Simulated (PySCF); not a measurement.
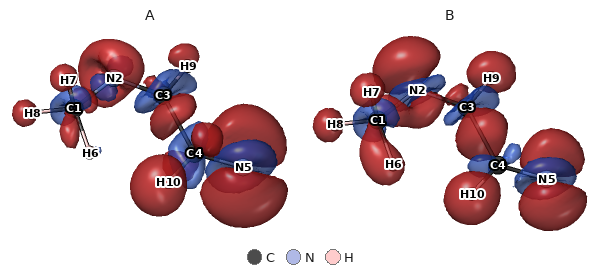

*C$_{3}$H$_{5}$N$_{2}$, doublet, SMILES `C/N=C\C=[N]`. The two Fukui functions at ±0.03 e/Å³ (red positive, blue negative).*

Method: B3LYP/def2-SVP; geometry: GFN2-xTB; program: PySCF. No frequency check shows the geometry to be a minimum. GFN2-xTB doesn't know the spin state, so this open-shell geometry is rough.

Geometry (Å), atoms numbered from 1:

```
C1      -1.8918   -0.5242   -0.0016
N2      -1.1017    0.6513   -0.0005
C3       0.1422    0.7383   -0.0001
C4       1.1466   -0.3803   -0.0003
N5       2.3537   -0.2102    0.0008
H6      -1.3230   -1.4629   -0.0082
H7      -2.5309   -0.4965    0.8909
H8      -2.5394   -0.4891   -0.8708
H9       0.5804    1.7281    0.0005
H10      0.6662   -1.3698   -0.0013
```

Which panel is f⁻ (electron removed) and which f⁺ (electron added)?

A is f⁺, B is f⁻. f⁻ (Hirshfeld-condensed) is largest on N5 (0.27) and N2 (0.17); the vertical ionisation energy is 9.12 eV (to the singlet cation, which needn't be its lowest state). f⁺ (Hirshfeld-condensed) is largest on N5 (0.38); the vertical electron affinity is 0.24 eV (to the singlet anion, which needn't be its lowest state; the anion's highest orbital has positive energy, so this value and f⁺ depend on the basis).
